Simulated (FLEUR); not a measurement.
**CrBr2: energy against a fixed spin moment**

Wanted: E(M) for CrBr2, with its minima.

Method: LDA (VWN); all-electron FLAPW, Dirac cores, scalar-relativistic bands, in FLEUR MaX-R8.1.

## Step 1: Starting point

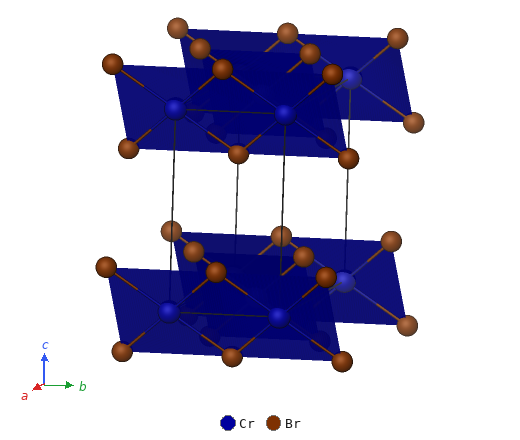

The starting structure, seen slightly off an axis (chromium blue, bromine brown). This picture shows the conventional cell, with its axes. Some periodic images of atoms are drawn too.

Structure file:

```cif
data_structure
_symmetry_space_group_name_H-M 'C2/m'
_symmetry_Int_Tables_number 12
_cell_length_a 7.4893
_cell_length_b 3.6621
_cell_length_c 6.5067
_cell_angle_alpha 90.000
_cell_angle_beta 96.414
_cell_angle_gamma 90.000
_cell_volume 177.34
loop_
_atom_site_label
_atom_site_type_symbol
_atom_site_symmetry_multiplicity
_atom_site_Wyckoff_symbol
_atom_site_fract_x
_atom_site_fract_y
_atom_site_fract_z
_atom_site_occupancy
Cr1 Cr 2 a 0.00000 0.00000 0.00000 1
Br1 Br 4 i 0.64577 0.00000 0.23323 1
```

The settings of this session are cheaper than careful work needs (see the inputs), so it shows what such settings give, not the properties of the crystal.

The cell comes from a database of computed structures and need not be the stable phase.

## Step 2: The free run

The free run tells which range of moments is worth scanning.

inpgen writes inp.xml from crystal.txt; cutoffs, mixing, functional, smearing and local orbitals are then set in the file. The k list default-1 (kpts.xml, not shown) is a Γ-centred 4×4×2 mesh; where the ranks do not divide the number of points, some are split in two of half the weight.

The input, inp.xml:

```
<?xml version="1.0" encoding="UTF-8" standalone="no"?>
<fleurInput fleurInputVersion="0.39">
   <comment>
      CrBr2
   </comment>
   <calculationSetup>
      <cutoffs Kmax="3.6" Gmax="10.8" GmaxXC="10.8" numbands="0"/>
      <scfLoop itmax="90" minDistance="0.00002" maxIterBroyd="15" imix="Anderson" alpha="0.05" precondParam="0.0" spinf="2.0" sdNocoIR="T"/>
      <coreElectrons ctail="T" frcor="F" kcrel="0" coretail_lmax="0"/>
      <xcFunctional name="vwn" relativisticCorrections="F"/>
      <magnetism jspins="2"/>
      <soc l_soc="F" theta="0.0" phi="0.0" spav="F"/>
      <expertModes spex="0" secvar="F"/>
      <geometryOptimization l_f="F" forcealpha="1.0" forcemix="BFGS" epsdisp="0.00001" epsforce="0.00001"/>
      <ldaU l_linMix="F" mixParam="0.05" spinf="1.0"/>
   </calculationSetup>
   <cell>
      <bzIntegration valenceElectrons="28.0" mode="hist" fermiSmearingEnergy="0.00110248">
         <kPointListSelection listName="default-1"/>
         <xi:include xmlns:xi="http://www.w3.org/2001/XInclude" href="kpts.xml"> </xi:include>
      </bzIntegration>
      <xi:include xmlns:xi="http://www.w3.org/2001/XInclude" href="sym.xml"> </xi:include>
      <bulkLattice scale="1.0">
         <bravaisMatrix>
            <row-1>    7.0763988372797568    -3.4601924690794528     0.0000000000000000</row-1>
            <row-2>    7.0763988372797568     3.4601924690794528     0.0000000000000000</row-2>
            <row-3>   -1.3735417644871362     0.0000000000000000    12.2188670764528702</row-3>
         </bravaisMatrix>
      </bulkLattice>
   </cell>
   <atomSpecies>
      <species name="Chromium (3.001" element="Cr" atomicNumber="24">
         <mtSphere radius="2.34" gridPoints="773" logIncrement="0.016"/>
         <atomicCutoffs lmax="8" lnonsphr="6"/>
         <electronConfig flipSpins="F">
            <coreConfig>(1s1/2) (2s1/2) (2p1/2) (2p3/2)</coreConfig>
            <valenceConfig>(3s1/2) (3p1/2) (3p3/2) (4s1/2) (3d3/2) (3d5/2)</valenceConfig>
            <stateOccupation state="(4s1/2)" spinUp="0.5" spinDown="0.5"/>
            <stateOccupation state="(3d3/2)" spinUp="1.0005" spinDown="0.9995"/>
            <stateOccupation state="(3d5/2)" spinUp="3.0" spinDown="0.0"/>
         </electronConfig>
         <energyParameters s="4" p="4" d="3" f="4"/>
         <lo type="SCLO" l="0" n="3" eDeriv="0"/>
         <lo type="SCLO" l="1" n="3" eDeriv="0"/>
      </species>
      <species name="Bromine (Br)" element="Br" atomicNumber="35">
         <mtSphere radius="2.34" gridPoints="773" logIncrement="0.016"/>
         <atomicCutoffs lmax="8" lnonsphr="6"/>
         <electronConfig flipSpins="F">
            <coreConfig>(1s1/2) (2s1/2) (2p1/2) (2p3/2) (3s1/2) (3p1/2) (3p3/2) (3d3/2) (3d5/2)</coreConfig>
            <valenceConfig>(4s1/2) (4p1/2) (4p3/2)</valenceConfig>
            <stateOccupation state="(4p1/2)" spinUp="0.833333" spinDown="0.833333"/>
            <stateOccupation state="(4p3/2)" spinUp="1.666667" spinDown="1.666667"/>
         </electronConfig>
         <energyParameters s="4" p="4" d="4" f="4"/>
      </species>
   </atomSpecies>
   <atomGroups>
      <atomGroup species="Chromium (3.001">
         <relPos label="                   1">.0000000000 .0000000000 .0000000000</relPos>
         <force calculate="T" relaxXYZ="TTT"/>
      </atomGroup>
      <atomGroup species="Bromine (Br)">
         <relPos label="                   2">-.3542260000 -.3542260000 .2332280000</relPos>
         <relPos label="                   3">.3542260000 .3542260000 -.2332280000</relPos>
         <force calculate="T" relaxXYZ="TTT"/>
      </atomGroup>
   </atomGroups>
   <output dos="F" band="F" slice="F">
      <bandDOS minEnergy="-.5*Htr" maxEnergy="0.5*Htr" sigma="0.015" storeEVData="T"/>
      <plotting iplot="0" polar="F">
         <plot TwoD="T" vec1="  1.0  0.0  0.0" vec2="  0.0  1.0  0.0" vec3="  0.0  0.0  1.0" zero="  0.0  0.0  0.0" file="plot"/>
      </plotting>
      <moessbauerParams electricFieldGradient="F" isomerShift="F" coreHyperfine="F" valenceHyperfine="F"/>
   </output>
</fleurInput>
```

The input, crystal.txt:

```
CrBr2
&input film=F cartesian=F /
3.74466900000  -1.83105500000  0.00000000000
3.74466900000  1.83105500000  0.00000000000
-0.72684700000  0.00000000000  6.46594600000
1.8897261246
1.0 1.0 1.0

3
24 0.00000000000  0.00000000000  0.00000000000 : 3.001
35 0.64577400000  0.64577400000  0.23322800000
35 0.35422600000  0.35422600000  0.76677200000

&kpt div1=4 div2=4 div3=2 gamma=T /
```

The run is started by

```console
OMP_NUM_THREADS=1 inpgen -f crystal.txt > inpgen.log  # inp.xml is then edited as shown
OMP_NUM_THREADS=1 mpirun -n 4 fleur_MPI > fleur.log
```

What it wrote:

```text
Welcome to FLEUR        (www.flapw.de)
      MaX-Release 8.1          (www.max-centre.eu)

 ========== k-point set info ==========
 Selected k-point list: default-1
 k-point list type: mesh
 0 x 0 x 0
 Number of k points: 16

 ------------Calculation Setup---------------------------
 Number of MPI-tasks      :            4
 Number of PE/node        :            4
 Number of OMP-threads    :            1
 k-points in parallel     :            4
 pe's per k-point         :            1
 No of k-point loops      :            4
 Eigenvalue solver        :       lapack
 Number of basis functions:          498
 Approximate size of matrices (H+S) per k-point:         0.004 GB
 --------------------------------------------------------
 Iteration:     1   Distance:      11.29204665 me/bohr^3
 Iteration:     2   Distance:       9.86274076 me/bohr^3
 Iteration:     3   Distance:      10.15266846 me/bohr^3
 Iteration:     4   Distance:       6.63368777 me/bohr^3
 Iteration:     5   Distance:       1.45431737 me/bohr^3
 Iteration:     6   Distance:       1.36297729 me/bohr^3
 Iteration:     7   Distance:       0.84802959 me/bohr^3
 Iteration:     8   Distance:       0.27565775 me/bohr^3
 Iteration:     9   Distance:       0.11530831 me/bohr^3
 Iteration:    10   Distance:       0.04435377 me/bohr^3
 Iteration:    11   Distance:       0.02731143 me/bohr^3
 Iteration:    12   Distance:       0.01366107 me/bohr^3
 Iteration:    13   Distance:       0.00701443 me/bohr^3
 Iteration:    14   Distance:       0.00216229 me/bohr^3
 Iteration:    15   Distance:       0.00072437 me/bohr^3
 Iteration:    16   Distance:       0.00055443 me/bohr^3
 Iteration:    17   Distance:       0.00038565 me/bohr^3
 Iteration:    18   Distance:       0.00011974 me/bohr^3
 Iteration:    19   Distance:       0.00004704 me/bohr^3
 Iteration:    20   Distance:       0.00001307 me/bohr^3

 ********************************************************************
 Run finished successfully
 Stop message:
   all done
 ********************************************************************

--- out.xml (last complete iteration) ---
<iteration numberForCurrentRun="   20" overallNumber="   20">
         [... left out ...]
         <bandgap value="0.3411568303" units="eV"/>
         <sumValenceSingleParticleEnergies value="-15.4677607453" units="Htr"/>
         <FermiEnergy value="0.1133269215" units="Htr"/>
         <valenceDensity>
            <mtCharges spin="1">
               <mtCharge atomType="1" total="8.0128022" s="1.1162724" p="3.0848809" d="3.7993199" f="0.0102100"/>
               <mtCharge atomType="2" total="2.6552291" s="0.8544319" p="1.7750045" d="0.0203239" f="0.0041291"/>
            </mtCharges>
            <mtCharges spin="2">
               <mtCharge atomType="1" total="4.4058651" s="1.0764363" p="3.0653874" d="0.2521297" f="0.0096340"/>
               <mtCharge atomType="2" total="2.6703454" s="0.8531729" p="1.8086745" d="0.0072941" f="0.0009285"/>
            </mtCharges>
            <spinDependentCharge spin="1" total="16.0000000" interstitial="2.6767397" mtSpheres="13.3232603"/>
            <spinDependentCharge spin="2" total="12.0000000" interstitial="2.2534440" mtSpheres="9.7465560"/>
            <totalCharge value="28.0000000000"/>
         </valenceDensity>
         [... left out ...]
         <allElectronCharges>
            <spinDependentCharge spin="1" total="49.0000000" interstitial="2.6794209" mtSpheres="46.3205791"/>
            <spinDependentCharge spin="2" total="45.0000000" interstitial="2.2561233" mtSpheres="42.7438767"/>
            <totalCharge value="93.9999999655"/>
         </allElectronCharges>
         <magneticMomentsInMTSpheres units="muBohr">
            <globalMagMoment atomType="1" vec="0.00000   0.00000   3.60694"/>
            <localMagMoment atomType="1" vec="0.00000   0.00000   3.60694"/>
            <globalMagMoment atomType="2" vec="0.00000   0.00000  -0.01512"/>
            <localMagMoment atomType="2" vec="0.00000   0.00000  -0.01512"/>
         </magneticMomentsInMTSpheres>
         <moessbauerParams unitsHFF="kG" unitsIS="e/bohr^3" unitsEFG="Htr/bohr^2">
         </moessbauerParams>
         <totalEnergy value="    -6255.6989497755" units="Htr">
            <sumOfEigenvalues value="    -3641.6224251002">
               <coreElectrons value="-3626.1546643549"/>
               <valenceElectrons value="-15.4677607453"/>
            </sumOfEigenvalues>
            <densityCoulombPotentialIntegral value="-9741.4261267825"/>
            <densityEffectivePotentialIntegral value="-10039.1008065063"/>
            <chargeDenXCDenIntegral value="-224.7365776809"/>
            <FockExchangeEnergyValence value="0.0000000000"/>
            <FockExchangeEnergyCore value="0.0000000000"/>
            <atomTypeDependentContributions atomType="1">
               <electronNucleiInteractionDifferentMTs value="1246.9642439860"/>
               <MadelungTerm value="-8.8340447523"/>
            </atomTypeDependentContributions>
            <atomTypeDependentContributions atomType="2">
               <electronNucleiInteractionDifferentMTs value="6272.7592445076"/>
               <MadelungTerm value="-29.1701568634"/>
            </atomTypeDependentContributions>
            <tkbTimesEntropy value="0.0000070781"/>
            <freeEnergy value="-6255.6989568536"/>
            <extrapolationTo0K value="-6255.6989533145"/>
         </totalEnergy>
         <densityConvergence units="me/bohr^3">
            <chargeDensity spin="1" distance="0.0000059773"/>
            <chargeDensity spin="2" distance="0.0000094524"/>
            <overallChargeDensity distance="0.0000130699"/>
            <spinDensity distance="0.0000089066"/>
         </densityConvergence>
      </iteration>
```

Wall time 13 s (4 MPI ranks of Intel Xeon 6975P-C (Granite Rapids), shared host); peak memory 0.32 GiB; 51 s of CPU time.

Spin moment in the muffin-tin sphere by atom:

| atom | spin moment in the muffin-tin sphere (μB) |
| --- | --- |
| Cr1 | 3.61 |
| Br2 | -0.02 |
| Br3 | -0.02 |

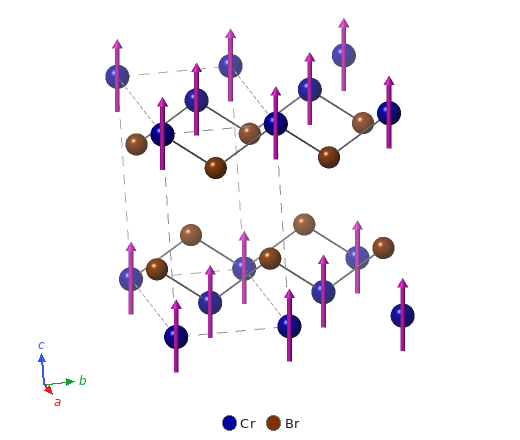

Spin moment in the muffin-tin sphere as arrows, the longest 3.61 μB. Up and down stand for the sign. Arrows give size and sign along the axis of quantisation, drawn up and down the page. Bonds to atoms that aren't drawn are left out. 1×2×1 conventional cells are drawn. Some periodic images of atoms are drawn too.

This step gave:

* free energy: -170226.2406 eV
* program's band gap on this mesh (in a metal only a level spacing): 0.3412 eV
* magnetization: 4 μB
* final state: ferromagnetic

After 20 cycles the largest moment stands at 3.61 μB.

## Step 3: No spin polarisation

inp.xml: that of step 2 with these lines changed.

```diff
@@ -10,3 +10,3 @@
       <xcFunctional name="vwn" relativisticCorrections="F"/>
-      <magnetism jspins="2"/>
+      <magnetism jspins="1"/>
       <soc l_soc="F" theta="0.0" phi="0.0" spav="F"/>
@@ -31,3 +31,3 @@
    <atomSpecies>
-      <species name="Chromium (3.001" element="Cr" atomicNumber="24">
+      <species name="Chromium (Cr)" element="Cr" atomicNumber="24">
          <mtSphere radius="2.34" gridPoints="773" logIncrement="0.016"/>
@@ -37,5 +37,5 @@
             <valenceConfig>(3s1/2) (3p1/2) (3p3/2) (4s1/2) (3d3/2) (3d5/2)</valenceConfig>
-            <stateOccupation state="(4s1/2)" spinUp="0.5" spinDown="0.5"/>
-            <stateOccupation state="(3d3/2)" spinUp="1.0005" spinDown="0.9995"/>
-            <stateOccupation state="(3d5/2)" spinUp="3.0" spinDown="0.0"/>
+            <stateOccupation state="(4s1/2)" spinUp="0.500000" spinDown="0.500000"/>
+            <stateOccupation state="(3d3/2)" spinUp="1.000000" spinDown="1.000000"/>
+            <stateOccupation state="(3d5/2)" spinUp="1.500000" spinDown="1.500000"/>
          </electronConfig>
@@ -58,3 +58,3 @@
    <atomGroups>
-      <atomGroup species="Chromium (3.001">
+      <atomGroup species="Chromium (Cr)">
          <relPos label="                   1">.0000000000 .0000000000 .0000000000</relPos>
```

crystal.txt: that of step 2 with these lines changed.

```diff
@@ -9,3 +9,3 @@
 3
-24 0.00000000000  0.00000000000  0.00000000000 : 3.001
+24 0.00000000000  0.00000000000  0.00000000000
 35 0.64577400000  0.64577400000  0.23322800000
```

What it wrote:

```text
[banner, memory and clock lines left out]
Welcome to FLEUR        (www.flapw.de)
      MaX-Release 8.1          (www.max-centre.eu)

 ========== k-point set info ==========
 Selected k-point list: default-1
 k-point list type: mesh
 0 x 0 x 0
 Number of k points: 16

 [... set-up left out ...]
 Iteration:     1   Distance:      15.51722914 me/bohr^3
 Iteration:     2   Distance:      13.35384507 me/bohr^3
 Iteration:     3   Distance:       8.09044575 me/bohr^3
 Iteration:     4   Distance:       7.36317802 me/bohr^3
 Iteration:     5   Distance:       5.56065674 me/bohr^3
 Iteration:     6   Distance:       3.80277963 me/bohr^3
 Iteration:     7   Distance:       1.52900959 me/bohr^3
 Iteration:     8   Distance:       1.20235074 me/bohr^3
[... lines left out ...]
 Iteration:    22   Distance:       0.00016911 me/bohr^3
 Iteration:    23   Distance:       0.00009478 me/bohr^3
 Iteration:    24   Distance:       0.00004593 me/bohr^3
 Iteration:    25   Distance:       0.00002159 me/bohr^3
 Iteration:    26   Distance:       0.00002818 me/bohr^3
 Iteration:    27   Distance:       0.00000986 me/bohr^3

 ********************************************************************
 Run finished successfully
 Stop message:
   all done
 ********************************************************************

--- out.xml (last complete iteration) ---
<iteration numberForCurrentRun="   27" overallNumber="   27">
         [... left out ...]
         <bandgap value="0.0043466950" units="eV"/>
         <sumValenceSingleParticleEnergies value="-15.5160139108" units="Htr"/>
         <FermiEnergy value="0.1207287003" units="Htr"/>
         [... left out ...]
         <totalEnergy value="    -6255.6220481544" units="Htr">
            <sumOfEigenvalues value="    -3642.4184573610">
               <coreElectrons value="-3626.9024434502"/>
               <valenceElectrons value="-15.5160139108"/>
            </sumOfEigenvalues>
         [... left out ...]
            <freeEnergy value="-6255.6239790882"/>
            <extrapolationTo0K value="-6255.6230136213"/>
         </totalEnergy>
         <densityConvergence units="me/bohr^3">
            <chargeDensity spin="1" distance="0.0000098636"/>
         </densityConvergence>
      </iteration>
```

Wall time 9.4 s (4 MPI ranks); peak memory 0.27 GiB.

This step gave:

```
free energy                                                       : -170224.2003 eV
program's band gap on this mesh (in a metal only a level spacing) : 0.004347 eV
final state                                                       : non-magnetic (no spin polarisation)
```

Its energy lies +2040.2 meV a cell from the free run's.

## Step 4: Moment fixed at 3.6 μB

Two Fermi energies hold the total moment; the run starts from the free run's density.

inp.xml: that of step 3 with these lines changed.

```diff
@@ -10,3 +10,3 @@
       <xcFunctional name="vwn" relativisticCorrections="F"/>
-      <magnetism jspins="1"/>
+      <magnetism jspins="2" fixed_moment="3.6"/>
       <soc l_soc="F" theta="0.0" phi="0.0" spav="F"/>
@@ -31,3 +31,3 @@
    <atomSpecies>
-      <species name="Chromium (Cr)" element="Cr" atomicNumber="24">
+      <species name="Chromium (3.001" element="Cr" atomicNumber="24">
          <mtSphere radius="2.34" gridPoints="773" logIncrement="0.016"/>
@@ -37,5 +37,5 @@
             <valenceConfig>(3s1/2) (3p1/2) (3p3/2) (4s1/2) (3d3/2) (3d5/2)</valenceConfig>
-            <stateOccupation state="(4s1/2)" spinUp="0.500000" spinDown="0.500000"/>
-            <stateOccupation state="(3d3/2)" spinUp="1.000000" spinDown="1.000000"/>
-            <stateOccupation state="(3d5/2)" spinUp="1.500000" spinDown="1.500000"/>
+            <stateOccupation state="(4s1/2)" spinUp="0.5" spinDown="0.5"/>
+            <stateOccupation state="(3d3/2)" spinUp="1.0005" spinDown="0.9995"/>
+            <stateOccupation state="(3d5/2)" spinUp="3.0" spinDown="0.0"/>
          </electronConfig>
@@ -58,3 +58,3 @@
    <atomGroups>
-      <atomGroup species="Chromium (Cr)">
+      <atomGroup species="Chromium (3.001">
          <relPos label="                   1">.0000000000 .0000000000 .0000000000</relPos>
```

The run is started by

```console
OMP_NUM_THREADS=1 mpirun -n 4 fleur_MPI > fleur.log
```

What it wrote:

```text
[banner, memory and clock lines left out]
Welcome to FLEUR        (www.flapw.de)
      MaX-Release 8.1          (www.max-centre.eu)

 ========== k-point set info ==========
 Selected k-point list: default-1
 k-point list type: mesh
 0 x 0 x 0
 Number of k points: 16

 [... set-up left out ...]
 Iteration:     1   Distance:       3.30948222 me/bohr^3
 Iteration:     2   Distance:       3.14625259 me/bohr^3
 Iteration:     3   Distance:       0.42564701 me/bohr^3
 Iteration:     4   Distance:       0.37839977 me/bohr^3
 Iteration:     5   Distance:       0.17632176 me/bohr^3
 Iteration:     6   Distance:       0.06543888 me/bohr^3
 Iteration:     7   Distance:       0.03031076 me/bohr^3
 Iteration:     8   Distance:       0.02788008 me/bohr^3
 Iteration:     9   Distance:       0.00739774 me/bohr^3
 Iteration:    10   Distance:       0.00462606 me/bohr^3
 Iteration:    11   Distance:       0.00295793 me/bohr^3
 Iteration:    12   Distance:       0.00046949 me/bohr^3
 Iteration:    13   Distance:       0.00036396 me/bohr^3
 Iteration:    14   Distance:       0.00014432 me/bohr^3
 Iteration:    15   Distance:       0.00001564 me/bohr^3

 ********************************************************************
 Run finished successfully
 Stop message:
   all done
 ********************************************************************

--- out.xml (last complete iteration) ---
<iteration numberForCurrentRun="   15" overallNumber="   35">
         [... left out ...]
         <bandgap value="0.0101615558" units="eV"/>
         <sumValenceSingleParticleEnergies value="-7.8724004922" units="Htr"/>
         <bandgap value="0.0236330662" units="eV"/>
         <sumValenceSingleParticleEnergies value="-15.4888710308" units="Htr"/>
         <FermiEnergy value="0.1508455696" units="Htr"/>
         <FixedTotalMoment fermiEnergyUp="0.1029941923" fermiEnergyDown="0.1508455696" units="Htr"/>
         [... left out ...]
         <magneticMomentsInMTSpheres units="muBohr">
            <globalMagMoment atomType="1" vec="0.00000   0.00000   3.30002"/>
            <globalMagMoment atomType="2" vec="0.00000   0.00000  -0.02988"/>
         </magneticMomentsInMTSpheres>
         [... left out ...]
         <totalEnergy value="    -6255.6901449595" units="Htr">
            <sumOfEigenvalues value="    -3641.7880677481">
               <coreElectrons value="-3626.2991967173"/>
               <valenceElectrons value="-15.4888710308"/>
            </sumOfEigenvalues>
         [... left out ...]
            <freeEnergy value="-6255.6904108667"/>
            <extrapolationTo0K value="-6255.6902779131"/>
         </totalEnergy>
         <densityConvergence units="me/bohr^3">
            <chargeDensity spin="1" distance="0.0000117712"/>
            <chargeDensity spin="2" distance="0.0000094253"/>
            <overallChargeDensity distance="0.0000156428"/>
            <spinDensity distance="0.0000144946"/>
         </densityConvergence>
      </iteration>
```

Run time: 10 s. Hardware: 4 MPI ranks; peak memory 0.32 GiB.

Read from the output:

```
magnetization : 3.6 μB
```

Its energy lies +232.5 meV a cell from the free run's.

[end of part 1 of 2]

[Logs and program files are shortened in this print: banners, set-up blocks, solver, clock and traceback lines can be left out without a mark of their own.]

[Logs are printed without paths, hosts, clocks, repeated set-up lines and the standing remarks that a program may print on its own settings, such as how far it seeks lower states.]

[Hosts, paths, dates, database ids (printed as entryN), source tags and the programs' standing remarks are cut or masked in the printed files.]

[Where a cell is said to come from a database of computed structures, the database is the Materials Project.]
